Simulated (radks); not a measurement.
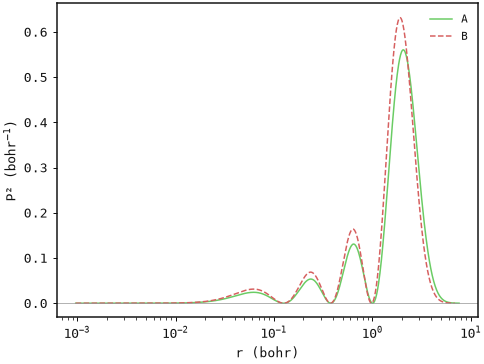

Te²⁺ (Z = 52, 50 electrons) was computed in two configurations: [Kr] 4d10 5s2 5p2; [Kr] 4d8 5p6. All numbers are computed, not measured: non-relativistic Kohn-Sham, PBE, spin-unpolarised, spherical densities, point nucleus (the in-house radial solver radks).

The plot shows P² of the 5p orbital in both runs.

Assign A and B.

A is [Kr] 4d10 5s2 5p2 (⟨r⟩ = 2.36 bohr, eigenvalue −22.2 eV); B is [Kr] 4d8 5p6 (⟨r⟩ = 2.16 bohr, eigenvalue −26.7 eV). The orbital is smaller where the other electrons screen the nucleus less.
